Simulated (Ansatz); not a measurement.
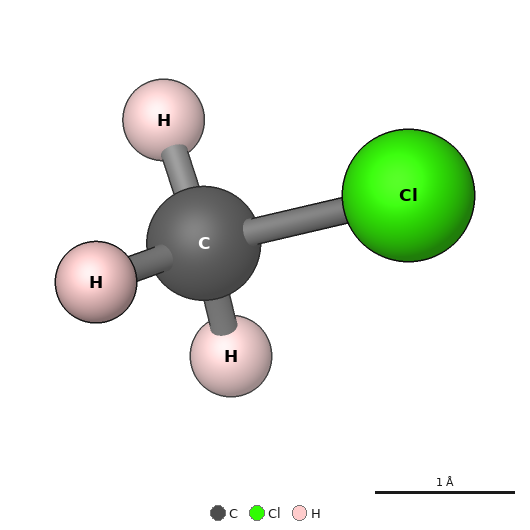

Distant atoms are faded towards the background colour. Computed geometry: PBE0-D4/def2-TZVP optimisation. No frequency run is at hand to confirm it as a minimum. Masses are those of the most abundant isotopes; constants are for the rigid equilibrium geometry.

### What kind of rotor is it, and what are its rotational constants in cm⁻¹?

A prolate symmetric top (C3v): A = 5.25, B = C = 0.448 cm⁻¹.
